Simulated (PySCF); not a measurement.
# CCSD(T)/STO-6G run of H3NO (hydroxylamine)

What is the vertical ionisation energy of H3NO (hydroxylamine) at CCSD(T)/STO-6G? 

The calculation is run with PySCF 2.14.0.

10 further runs of the same task are left out: 2 that didn't finish, 8 set aside as unsound or not needed.

## (1) The molecule

H3NO has 5 atoms, charge 0, and is taken as a singlet. SMILES: `NO`. The shape is that of a GFN2-xTB optimisation. This is one conformer, not always the lowest.

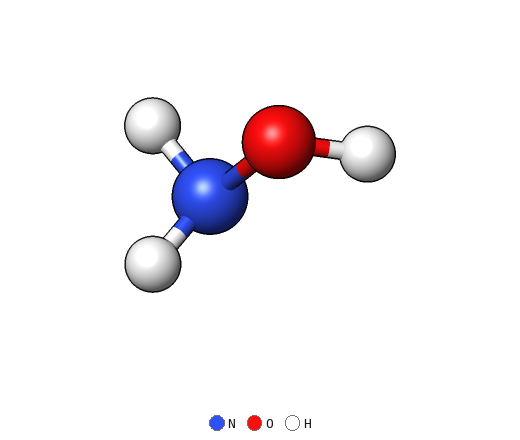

The structure, seen from a chosen angle (nitrogen blue, oxygen red, hydrogen white).

## (2) A single-point energy at CCSD(T)/STO-6G

job.py reads:

```python
# hydroxylamine
from pyscf import gto, scf, cc

mol = gto.M(
    atom='''
N       -0.178910      -0.366440      -0.312920
O        0.371730       0.674250       0.501760
H       -0.161770      -1.206140       0.265260
H       -1.156690      -0.114310      -0.454620
H        1.125640       1.012630       0.000530
''',
    verbose=3,
    charge=0,
    max_memory=1860,
    basis='sto-6g',
)

mf = scf.RHF(mol)
mf.conv_tol = 1e-10
mf.kernel()
if not mf.converged:
    mf = mf.newton().run(mf.mo_coeff, mf.mo_occ)

mycc = cc.CCSD(mf, frozen=2)
mycc.kernel()
e_t = mycc.ccsd_t()
energy = mycc.e_tot + e_t
print('E(%s) = %.9f' % ('CCSD(T)', energy))
```

The run is started by

```
$ OMP_NUM_THREADS=1 python job.py
```

Log:

```text
converged SCF energy = -130.502322684666
E(CCSD) = -130.6149315954939  E_corr = -0.1126089108282852
CCSD(T) correction = -0.000608152166851413
E(CCSD(T)) = -130.615539748
```

It took 0.83 s on 1 thread of Arm Neoverse V1, shared host; peak memory 0.1 GiB.

## (3) The doublet cation, same level

run.py reads:

```python
from pyscf import gto, scf, cc

mol = gto.Mole()
mol.atom = '''
N   -0.178910  -0.366440  -0.312920
O    0.371730   0.674250   0.501760
H   -0.161770  -1.206140   0.265260
H   -1.156690  -0.114310  -0.454620
H    1.125640   1.012630   0.000530
'''
mol.verbose = 4
mol.max_memory = 1860
mol.basis = 'sto-6g'
mol.spin = 1
mol.charge = 1
mol.build()

mf = scf.UHF(mol)
mf.conv_tol = 1e-10
mf.kernel()
if not mf.converged:
    mf = mf.newton().run(mf.mo_coeff, mf.mo_occ)

mycc = cc.CCSD(mf, frozen=2)
mycc.kernel()
e_t = mycc.ccsd_t()
energy = mycc.e_tot + e_t
print('Final energy', energy)
```

The run is started by

```
$ OMP_NUM_THREADS=1 python run.py
```

Log:

```text
PySCF version 2.14.0

[... 101 lines left out ...]
converged SCF energy = -130.225563318684  <S^2> = 0.7606942  2S+1 = 2.0106658
[... 12 lines left out ...]
Init t2, MP2 energy = -0.085946918132804
[... 24 lines left out ...]
UCCSD converged
[... 2 lines left out ...]
Final energy -130.3445540475195
```

It took 1.1 s on 1 thread of Arm Neoverse V1, shared host; peak memory 0.1 GiB.

## (4) What came out

At CCSD(T)/STO-6G, 2 core orbitals frozen:

```
                                                                  quantity          value
                                                singlet H3NO: total energy  -130.61554 Eh
                        singlet H3NO: dipole moment (Hartree–Fock density)         0.39 D
                         singlet H3NO: HOMO energy (Hartree–Fock orbitals)       -9.17 eV
                         singlet H3NO: LUMO energy (Hartree–Fock orbitals)       14.32 eV
                       singlet H3NO: HOMO–LUMO gap (Hartree–Fock orbitals)       23.49 eV
                 singlet H3NO: correlation energy (2 core orbitals frozen)     -113.2 mEh
                                              singlet H3NO: (T) correction      -0.61 mEh
                                               singlet H3NO: T1 diagnostic          0.006
                                              doublet cation: total energy  -130.34455 Eh
doublet cation: HOMO energy (Hartree–Fock orbitals) (highest over α and β)      -20.91 eV
 doublet cation: LUMO energy (Hartree–Fock orbitals) (lowest over α and β)       -5.71 eV
               doublet cation: correlation energy (2 core orbitals frozen)     -119.0 mEh
                                            doublet cation: (T) correction      -1.24 mEh
                         doublet cation: ⟨S²⟩ of the reference determinant          0.761
                                             doublet cation: T1 diagnostic          0.026
                        vertical ionisation energy (to the doublet cation)       7.374 eV
```

Removing an electron at fixed nuclei costs 7.37 eV (711 kJ/mol). In a minimal basis such a difference can be off by several eV, whatever the method. Mulliken charges (singlet H3NO) of the mean-field density run from -0.31 on N1 to +0.21 on H5; they depend strongly on the basis. The triples (singlet H3NO) make up 0.5 % of the correlation energy. Mulliken charges (doublet cation) of the mean-field density run from -0.06 on O2 to +0.37 on H4. The triples (doublet cation) make up 1.0 % of the correlation energy.
